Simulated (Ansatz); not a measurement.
# r2SCAN work function of a third face of Cu from its PBE value

PBE and r2SCAN are run on the same slabs. If the two track each other from face to face, two faces calibrate the third.

Set-up. Ansatz 0.2.0, plane waves with PAW datasets (its set soft_2) at their recommended cutoffs; symmetric slabs of 7 layers cut at the tabulated experimental lattice constant, atoms at bulk places, 18 Å of vacuum, k-spacing 0.16 Å⁻¹ (2π included), Fermi-Dirac smearing of 0.1 eV, SCF threshold 1e-9 eV. The work function is the vacuum level less the Fermi level.

| run | PBE (eV) | r2SCAN (eV) |
| --- | --- | --- |
| Cu(110) | 4.317 | 4.298 |
| Cu(100) | 4.541 | ? |
| Cu(111) | 4.815 | 4.848 |

Q: Estimate the withheld value from the rows shown.

Two rows fix a line: slope = (4.848 − 4.298) / (4.815 − 4.317) = 1.1044, intercept −0.4697. At 4.541 it gives 1.1044 × 4.541 + (−0.4697) = 4.545 eV. Rounding of the rows alone allows about ±0.001 eV there; two rows can't show whether the line holds.

The run itself gives 4.543 eV: a miss of −0.002 eV. The plain offset, r2SCAN less PBE, runs from −0.019 to +0.033 eV over the three faces.

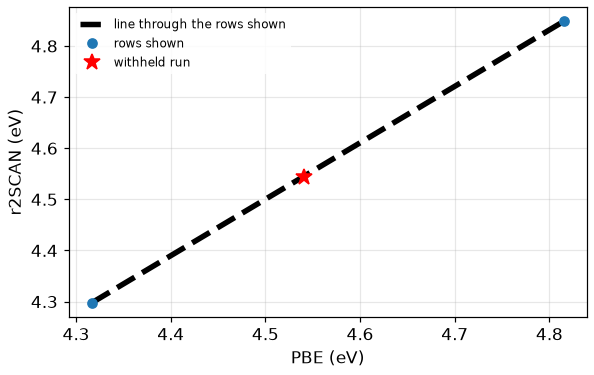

The fit and the withheld run.

Caveats: Unrelaxed, unreconstructed faces at one geometry; neither value is a test against experiment.
